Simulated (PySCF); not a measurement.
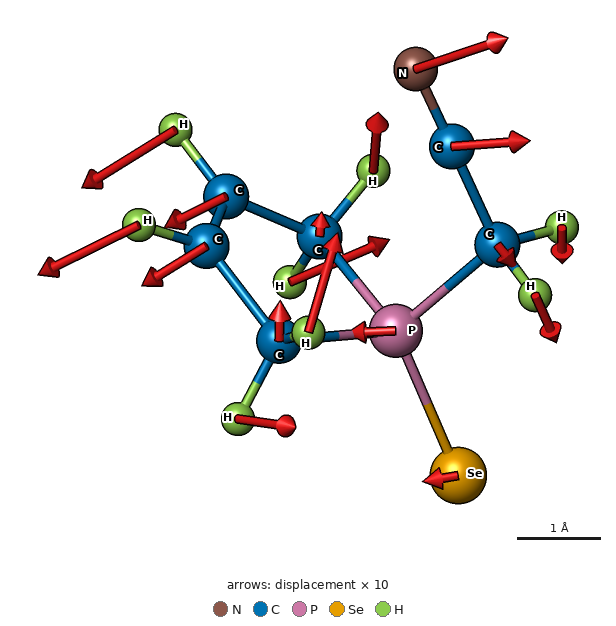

A relaxation of C$_{6}$H$_{8}$NPSe. The starting structure is drawn; red arrows show the displacements, magnified 10 times. The two geometries are superimposed by the best rigid fit.

Style: ball-and-stick. Shown from a free direction.

The start comes from GFN2-xTB. Its atoms were then displaced at random by about 0.01 Å.

Method: PySCF, PBE0-D3(BJ)/def2-SVP geometry optimisation, gas phase. 

**What happened in the run?**

After 9 geometry steps the energy has fallen by 22.9 kJ/mol. The largest moves after the best rigid fit, 0.15 Å, are those of N and H atoms. By element the largest moves are N 0.15 Å, H 0.15 Å, C 0.11 Å, P 0.06 Å, Se 0.05 Å. Some distances before and after: C–P 1.817 → 1.861 Å, C–N 1.118 → 1.158 Å, C–P 1.881 → 1.850 Å, C–C 1.422 → 1.448 Å. Bond angles that change, for instance: C–P–Se 114.4° → 111.5°, C–C–H 110.7° → 113.0°.
